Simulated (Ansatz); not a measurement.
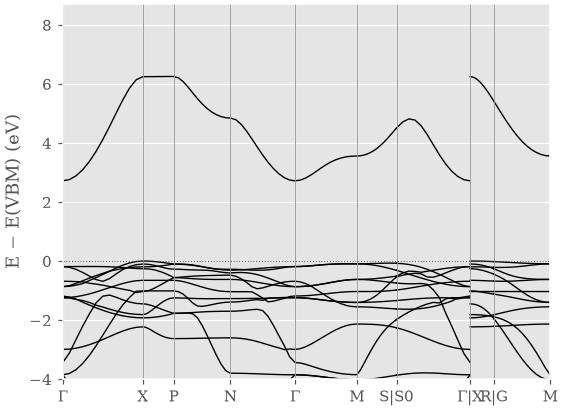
Fig. 1. Band structure from the program Ansatz at the r²SCAN+D4 level (PAW)

### Question
Read off the gap and where the band edges lie.

### Answer
About 2.7 eV (2.72 eV by a search for the band edges); maximum at X, minimum at Γ.

The material is PbF$_{4}$ in space group I4/mmm (No. 139; Pb on 2a, F on 4e, F on 4c).

The workflow started from a Materials Project entry (that database holds measured and hypothetical structures alike); the Crystallography Open Database files this formula in space group No. 139, but the cells were not matched. Its standing as an ambient phase is unchecked. Symmetry was held in the r²SCAN+D4 relaxation; its stability against distortions is not shown here. Spin–orbit coupling is left out wherever it is not named.

Potentials: the later of the program's two PAW sets.
